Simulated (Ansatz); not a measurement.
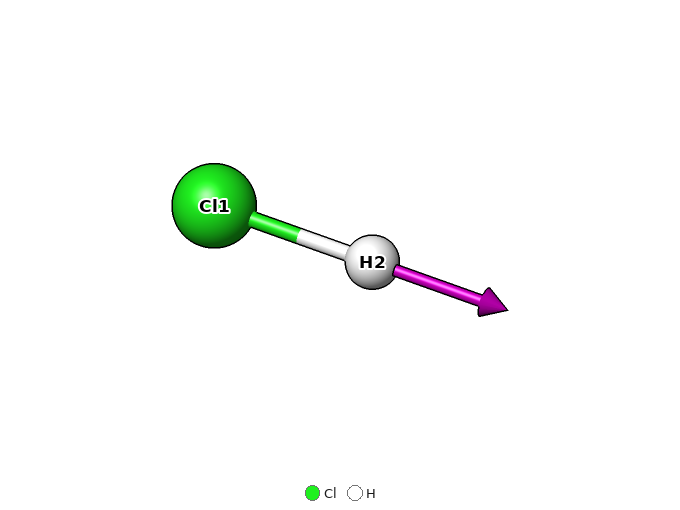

The arrows show one normal mode. State: charge +1, doublet. Harmonic vibrations computed with UKS PBE0-D4/def2-TZVP (Ansatz 0.2.0) at a stationary point of the same level.

Question: What kind of motion is it?

Answer: Mostly Cl–H stretching.

Question: Estimate its harmonic wavenumber.

Answer: 2671 cm⁻¹; it is mode 1 of 1 counted from the lowest.
